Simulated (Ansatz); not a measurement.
Input file:

```
crystal:
  periodic: [false, false, false]
  atoms:
    - {symbol: C, position_ang: [-0.335602, -0.809050, -2.888226]}
    - {symbol: C, position_ang: [0.512292, -0.142207, -1.822352]}
    - {symbol: C, position_ang: [-0.110574, 0.965100, -1.085570]}
    - {symbol: C, position_ang: [0.479210, 1.690701, -0.096668]}
    - {symbol: O, position_ang: [1.660470, -0.533581, -1.611838]}
    - {symbol: S, position_ang: [2.076913, 1.532522, 0.562350]}
    - {symbol: H, position_ang: [-0.638134, -0.074831, -3.653580]}
    - {symbol: H, position_ang: [-1.261500, -1.213827, -2.446620]}
    - {symbol: H, position_ang: [0.234464, -1.619705, -3.359649]}
    - {symbol: H, position_ang: [-1.136900, 1.227485, -1.356630]}
    - {symbol: H, position_ang: [-0.094231, 2.494851, 0.377522]}
    - {symbol: H, position_ang: [2.398768, 0.489014, -0.266050]}
basis:
  gaussian:
    orbitals: def2-SVPD
hamiltonian:
  xc: pbe0
output: {forces: true, orbitals: {seedname: orbitals}}
```

Run with:

```sh
ansatz run input.yaml --threads 2 --pin off --max-ram 5220MiB --events-out events.jsonl --progress --plain --runs-dir runs
```

Geometry: B3LYP/def2-SVP.

The calculation used isolated molecule in a Gaussian basis; Kohn-Sham density functional theory, functional PBE0 in Ansatz.

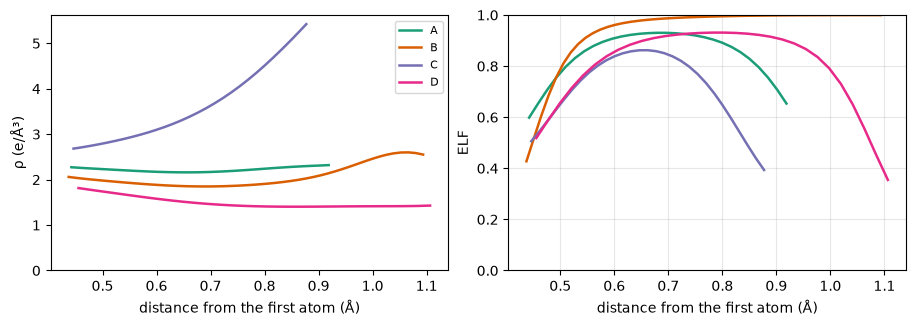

C4H6OS (SMILES CC(=O)/C=C\S). Total electron density and electron localisation function along straight lines between neighbouring atoms. The curves leave out the atomic cores.

> Which curve belongs to which contact (C–C, C–H, C–O and C–S)? The first atom named is at distance zero.

Curve A: C–C (1.36 Å): the density is about 2.2 e/Å³ at the midpoint; the ELF peaks at about 0.95 between the atoms, as expected for a covalent bond. Curve B: C–H (1.09 Å): ρ is about 1.9 e/Å³ halfway; the ELF climbs to about 1 towards the hydrogen, as it does in any bond to H (a covalent bond by its length). Curve C: C–O (1.23 Å): ρ at the midpoint is about 3.2 e/Å³; the ELF peaks at about 0.85 between the atoms (a short, strongly polar bond). Curve D: C–S (1.74 Å): the density is about 1.4 e/Å³ at the midpoint; the ELF peaks at about 0.95 between the atoms (localised, covalent bonding).
